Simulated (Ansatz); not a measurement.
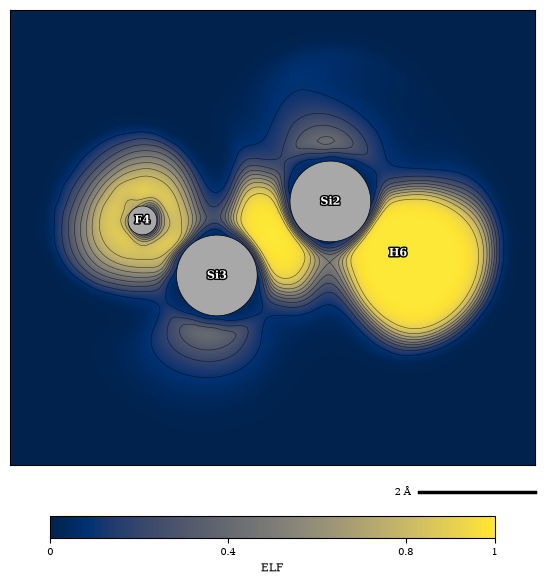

*F$_{2}$H$_{4}$Si$_{2}$ (SMILES F[SiH2][SiH2]F). Electron localisation function on the plane of atoms Si2, Si3 and F4. Grey discs cover the atomic cores.*

Geometry: PBE0-D4/def2-TZVP.

The calculation used isolated molecule in a Gaussian basis; Hartree-Fock in Ansatz.

Input

```
basis:
  gaussian: {orbitals: def2-SVP}
crystal:
  periodic: [false, false, false]
  atoms:
    - {symbol: F, position_ang: [-1.934800, 1.205800, -0.274500]}
    - {symbol: Si, position_ang: [-0.357800, 1.128100, 0.012400]}
    - {symbol: Si, position_ang: [0.358600, -1.109600, 0.044100]}
    - {symbol: F, position_ang: [0.281000, -1.742000, -1.428800]}
    - {symbol: H, position_ang: [0.340100, 1.914200, -1.037000]}
    - {symbol: H, position_ang: [-0.099800, 1.743700, 1.341600]}
    - {symbol: H, position_ang: [1.774800, -1.164000, 0.495400]}
    - {symbol: H, position_ang: [-0.477100, -1.941900, 0.946800]}
hamiltonian: {xc: hf}
accuracy: high
output: {forces: true, orbitals: {seedname: orbitals}}
```

Launched as:

```sh
ansatz run in.yaml --threads 1 --pin off --max-ram 2610MiB --events-out events.jsonl --progress --plain --runs-dir runs
```

Question: Read the bonding off the picture.

Answer:
- Atoms in the plane: Si, F and H.
- Si–F (1.60 Å): the ELF peaks at about 0.90 in the valence shell of F, 0.6 Å from its nucleus, and is about 0.45 at the midpoint.
- Si–Si (2.35 Å): the ELF peaks at about 1 between the atoms; a shared electron pair.
- Si–H (1.49 Å): the ELF climbs to about 1 towards the hydrogen, as it does in any bond to H.
- The ELF also peaks beside F4, away from the bonds: lone-pair regions.
